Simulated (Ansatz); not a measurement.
The figure comes from a scan of Ir (fcc, Cu type): one Ir atom of a 4-atom cell moves by s along Cartesian [110], with its periodic images. All values below come from PBE (plane waves to 420 eV, PAW, scalar-relativistic; Ansatz, a first-principles code). k mesh 10×10×10 (Γ-centred), Fermi-Dirac smearing 0.05 eV. Left out: 4 of 11 points, with atoms too close for the PAW data. With partly filled bands, energies and forces of such displacements shift with the k mesh and the smearing. F∥ is the force on the atom along that direction. Ir is run without spin polarisation. Ir was relaxed with its symmetry unable to fall. Spin-orbit coupling is left out, though Ir is heavy. The PAW data are Ansatz's earlier set. 

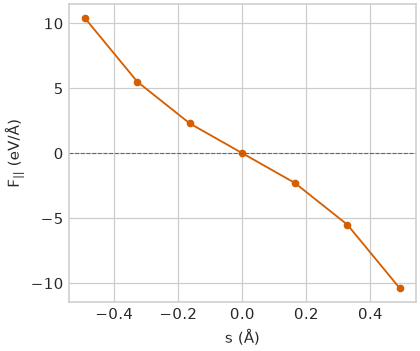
Fig. 1. F∥ (eV/Å) against s (Å); markers are the computed points, lines only join them.

**Question.** List the plotted points as numbers.

**Answer.** To the nearest 0.5:

| s (Å) | F∥ (eV/Å) |
|---|---|
| -0.492 | 10.5 |
| -0.328 | 5.5 |
| -0.164 | 2.5 |
| 0.000 | 0.0 |
| 0.164 | -2.5 |
| 0.328 | -5.5 |
| 0.492 | -10.5 |

(A displaced cell: forces are minus the slopes of the energy, force constants its curvatures, and phonons follow from these.)
